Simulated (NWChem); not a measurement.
# doublet [C2H2F2]+: levels of theory compared

Wanted: a comparison of 4 runs (U-r2SCAN/aug-cc-pVDZ, U-revPBE/aug-cc-pVDZ, UBLYP/aug-cc-pVDZ, UTPSS/aug-cc-pVDZ) of doublet [C2H2F2]+. 

Program for the calculation: NWChem 7.3.0.

### 1 The molecule

[C2H2F2]+: 6 atoms, total charge +1, spin state doublet. As SMILES of the parent species, `C=C(F)F`. The coordinates come from a PBE0-D4/def2-TZVP relaxation. That shape belongs to the parent species and isn't relaxed for this state.

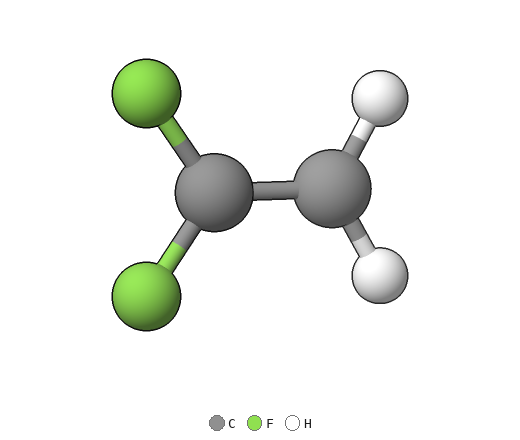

The structure, seen from a chosen angle (carbon grey, fluorine green, hydrogen white).

### 2 A single-point energy at U-r2SCAN/aug-cc-pVDZ (run 1)

File calc.nw:

```
start calc
memory 2200 mb
charge 1

geometry units angstroms noautosym nocenter noautoz
  C    -0.115900    0.471000   -0.544400
  C     0.105000   -0.394600    0.420100
  F    -0.454900   -0.363600    1.607600
  F     0.919200   -1.422100    0.343000
  H     0.394200    0.360600   -1.488400
  H    -0.805600    1.284800   -0.384200
end

basis spherical bse
  * library aug-cc-pVDZ
end

dft
  xc r2scan
  mult 2
  grid fine
  convergence energy 1e-08
  maxiter 100
  mulliken
  print medium
end

task dft energy
```

Command:

```
$ nwchem calc.nw > calc.out
```

Output:

```text
[...]
          Wavefunction type:  spin polarized.
          No. of atoms     :     6
          No. of electrons :    31
[...]
          Charge           :     1
          Spin multiplicity:     2
[...]
          AO basis - number of functions:   110
[...]
              XC Information
              --------------
                      r^2SCAN Method XC Functional
               r^2SCAN metaGGA Exchange Functional  1.000
                     r^2SCAN Correlation Potential  1.000
[...]
 d= 0,ls=0.0,diis     1   -276.3899856706 -3.95D+02  1.52D-02  5.54D-01     4.1
[...]
 d= 0,ls=0.0,diis    13   -276.5956526754 -4.78D-10  1.70D-07  8.69D-10    46.3
[...]
         Total DFT energy =     -276.595652675421
      One electron energy =     -606.586775823213
           Coulomb energy =      243.747244926122
    Exchange-Corr. energy =      -32.009321970853
 Nuclear repulsion energy =      118.253200192523
[...]
      Total Density - Mulliken Population Analysis
     ---------------------------------------------
    Atom       Charge   Shell Charges
 -----------   ------   -------------------------------------------------------
    1 C    6     5.52   2.02  0.69  0.76 -0.13  2.03  0.15  0.00  0.04 -0.04
    2 C    6     4.63   2.02  0.70  0.29 -0.09  1.87 -0.29  0.07  0.23 -0.16
    3 F    9     9.27   2.01  0.91  1.05  0.14  3.29  1.79  0.05  0.01  0.02
    4 F    9     9.27   2.01  0.91  1.05  0.14  3.29  1.79  0.05  0.01  0.02
    5 H    1     1.16   0.74  0.44  0.01  0.03 -0.06
    6 H    1     1.15   0.74  0.44  0.01  0.03 -0.06
[...]
      <S2> =      0.7535 (Exact =     0.7500)
[...]
```

Run time: 47 s. Hardware: 1 thread of Intel Xeon Platinum 8488C (Sapphire Rapids), shared host; peak memory 0.11 GiB.

### 3 A single-point energy at U-revPBE/aug-cc-pVDZ (run 2)

File job.nw:

```
start job
memory total 2200 mb
charge 1

geometry units angstroms noautosym nocenter noautoz
  C       -0.115900       0.471000      -0.544400
  C        0.105000      -0.394600       0.420100
  F       -0.454900      -0.363600       1.607600
  F        0.919200      -1.422100       0.343000
  H        0.394200       0.360600      -1.488400
  H       -0.805600       1.284800      -0.384200
end

basis spherical bse
  C library aug-cc-pVDZ
  F library aug-cc-pVDZ
  H library aug-cc-pVDZ
end

dft
  xc revpbe cpbe96
  mult 2
  grid fine
  convergence energy 1e-08
  iterations 100
  mulliken
  print medium
end

task dft
```

Command:

```
$ nwchem job.nw > job.out
```

Output:

```text
[...]
          Wavefunction type:  spin polarized.
          No. of atoms     :     6
          No. of electrons :    31
[...]
          Charge           :     1
          Spin multiplicity:     2
[...]
          AO basis - number of functions:   110
[...]
              XC Information
              --------------
                        RevPBE Exchange Functional  1.000
            Perdew 1991 LDA Correlation Functional  1.000 local
           PerdewBurkeErnz. Correlation Functional  1.000 non-local
[...]
 d= 0,ls=0.0,diis     1   -276.4178584367 -3.95D+02  1.92D-02  5.94D-01     3.6
[...]
 d= 0,ls=0.0,diis    13   -276.6419942577 -5.92D-10  1.20D-07  2.57D-10    39.6
[...]
         Total DFT energy =     -276.641994257735
      One electron energy =     -606.526041954190
           Coulomb energy =      243.669405008681
    Exchange-Corr. energy =      -32.038557504749
 Nuclear repulsion energy =      118.253200192523
[...]
      Total Density - Mulliken Population Analysis
     ---------------------------------------------
    Atom       Charge   Shell Charges
 -----------   ------   -------------------------------------------------------
    1 C    6     5.41   2.02  0.69  0.82 -0.15  2.04  0.00  0.00  0.04 -0.05
    2 C    6     4.62   2.02  0.69  0.28 -0.06  1.92 -0.34  0.07  0.23 -0.19
    3 F    9     9.24   2.01  0.91  1.06  0.15  3.29  1.73  0.06  0.01  0.02
    4 F    9     9.24   2.01  0.91  1.06  0.15  3.29  1.73  0.06  0.01  0.02
    5 H    1     1.25   0.75  0.53  0.01  0.03 -0.07
    6 H    1     1.25   0.75  0.53  0.01  0.03 -0.07
[...]
      <S2> =      0.7519 (Exact =     0.7500)
[...]
```

Wall time 41 s (1 thread of Intel Xeon Platinum 8488C (Sapphire Rapids), shared host); peak memory 0.11 GiB.

Run 3 isn't shown in full; the table further down has it.

### 4 The energy at UTPSS/aug-cc-pVDZ (run 4)

File run.py:

```python
from ase import Atoms
from ase.calculators.nwchem import NWChem

atoms = Atoms(['C', 'C', 'F', 'F', 'H', 'H'], positions=[
    [-0.115900, 0.471000, -0.544400],
    [0.105000, -0.394600, 0.420100],
    [-0.454900, -0.363600, 1.607600],
    [0.919200, -1.422100, 0.343000],
    [0.394200, 0.360600, -1.488400],
    [-0.805600, 1.284800, -0.384200],
])

calc = NWChem(
    label='c2h2f2',
    theory='dft',
    memory='2200 mb',
    basis='aug-cc-pVDZ',
    basispar='spherical bse',
    charge=1,
    dft={'xc': 'xtpss03 ctpss03', 'mult': '2', 'grid': 'fine', 'convergence': 'energy 1e-08', 'iterations': '100', 'mulliken': None},
    task='energy',
)
atoms.calc = calc

print(f"energy = {atoms.get_potential_energy():.6f} eV")
```

Command:

```
$ export ASE_NWCHEM_COMMAND="nwchem PREFIX.nwi > PREFIX.nwo"
$ python run.py
```

Output:

```text
energy = -7530.940391 eV
```

The calculator wrote c2h2f2.nwi:

```
title "c2h2f2"

permanent_dir c2h2f2

scratch_dir c2h2f2

start c2h2f2

geometry units angstrom nocenter noautosym noautoz
  C  -1.1590000000000000e-01 4.7099999999999997e-01 -5.4440000000000000e-01
  C  1.0500000000000000e-01 -3.9460000000000001e-01 4.2009999999999997e-01
  F  -4.5490000000000003e-01 -3.6359999999999998e-01 1.6075999999999999e+00
  F  9.1920000000000002e-01 -1.4220999999999999e+00 3.4300000000000003e-01
  H  3.9419999999999999e-01 3.6059999999999998e-01 -1.4883999999999999e+00
  H  -8.0559999999999998e-01 1.2847999999999999e+00 -3.8419999999999999e-01
end

charge 1

memory 2200 mb

basis spherical bse noprint
   * library aug-cc-pVDZ
end

dft
  xc xtpss03 ctpss03
  mult 2
  grid fine
  convergence energy 1e-08
  iterations 100
  mulliken
end

task dft energy
```

c2h2f2.nwo:

```text
Northwest Computational Chemistry Package (NWChem) 7.3.0
             --------------------------------------------------------

           Job information
           ---------------

    nwchem branch   = 7.3.0
    use scalapack   = T
    input           = c2h2f2.nwi
    prefix          = c2h2f2.
    data base       = c2h2f2/c2h2f2.db
    status          = startup
    nproc           =        1

           Memory information
           ------------------

    heap     =     72089594 doubles =      550.0 Mbytes
    stack    =     72089599 doubles =      550.0 Mbytes
    global   =    144179200 doubles =     1100.0 Mbytes (distinct from heap & stack)
    total    =    288358393 doubles =     2200.0 Mbytes
    verify   = yes
    hardfail = no

[... 101 lines left out ...]
  convergence criterion.
[... 17 lines left out ...]
          Convergence on gradient requested:  5.00D-04
[... 22 lines left out ...]
          Convergence aids based upon iterative change in
[... 30 lines left out ...]
 1-e energy   =    -595.343237
[... 55 lines left out ...]
         Total DFT energy =     -276.756956971612
[... 2 lines left out ...]
    Exchange-Corr. energy =      -32.178138857174
[... 781 lines left out ...]
                     DFT Final Beta Molecular Orbital Analysis
[... 876 lines left out ...]
 center of mass
 --------------
 x =   0.24430402 y =  -0.92550128 z =   0.99425794

 moments of inertia (a.u.)
 ------------------
         262.739580549433          70.319221571086          40.176414701688
          70.319221571086         220.291290126989          35.646430825314
          40.176414701688          35.646430825314         185.419548183420

     Multipole analysis of the density
     ---------------------------------

     L   x y z        total         alpha         beta         nuclear
     -   - - -        -----         -----         ----         -------
     0   0 0 0      1.000000    -16.000000    -15.000000     32.000000

     1   1 0 0     -0.044858     -3.519817     -3.520618      6.995577
[... 8 lines of this table left out ...]
     2   0 0 2    -11.656797    -59.554172    -57.514434    105.411809

 Task  times  cpu:       46.6s     wall:       46.6s
 Total times  cpu:       46.6s     wall:       46.6s
```

Run time: 48 s. Hardware: 1 thread of Intel Xeon Platinum 8488C (Sapphire Rapids), shared host; peak memory 0.11 GiB.

### 5 Overview of the runs

```
run                 level  energy (Eh)  HOMO energy (eV)  LUMO energy (eV)   ⟨S²⟩  wall time
  1  U-r2SCAN/aug-cc-pVDZ  -276.595653            -16.15            -13.77  0.753       47 s
  2  U-revPBE/aug-cc-pVDZ  -276.641994            -15.58            -14.00  0.752       41 s
  3     UBLYP/aug-cc-pVDZ  -276.679186            -15.45            -14.10  0.751       40 s
  4     UTPSS/aug-cc-pVDZ  -276.756957            -15.72            -13.91  0.752       48 s
```

### 6 Summary of results

| quantity | value |
| --- | --- |
| run 4: total energy | -276.75696 Eh |
| run 4: HOMO energy (highest over α and β) | -15.72 eV |
| run 4: LUMO energy (lowest over α and β) | -13.91 eV |
| run 4: ⟨S²⟩ | 0.752 |

**Reading.** Totals of different functionals can't be ranked against each other. All runs together took 2.9 min, the longest 48 s.
